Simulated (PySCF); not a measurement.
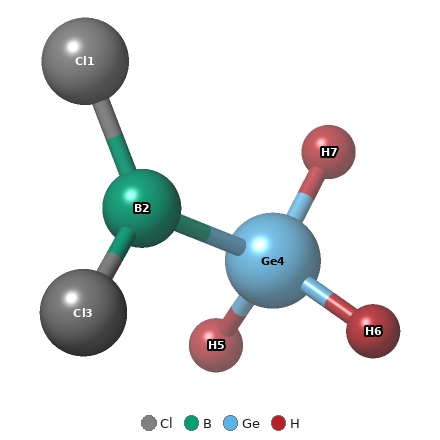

BGeH₃Cl₂, SMILES Cl[B](Cl)[GeH3], singlet. Vertical core-electron binding energies by ΔSCF (SCAN, pcX-2 on the ionised atom, pcseg-1 elsewhere, spin-free X2C; PySCF, at a PBE0-D3(BJ)/def2-SVP geometry (no frequency check)), gas phase, against the vacuum level. One atom of each kind was ionised; within a panel, areas follow the number of like atoms and 2j + 1 (2p levels are split by first-order spin-orbit coupling, an approximation), Gaussians of 0.4 eV full width. Only the regions named are shown.

**Predict the Cl 2p photoelectron lines.**

```
   level     atoms  binding energy (eV)
Cl 2p1/2  Cl1, Cl3                208.3
Cl 2p3/2  Cl1, Cl3                206.7
```

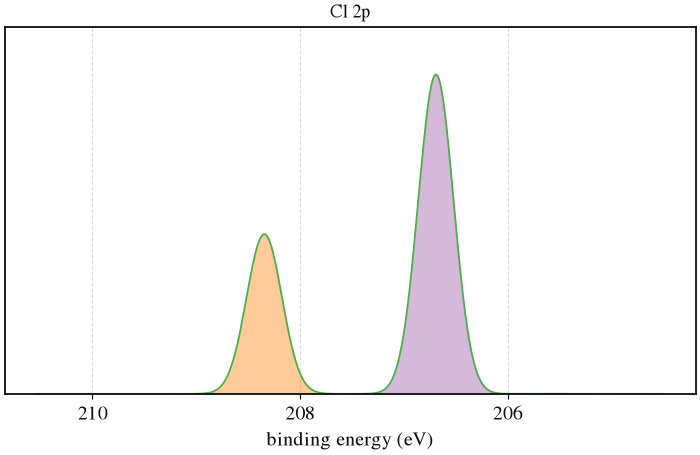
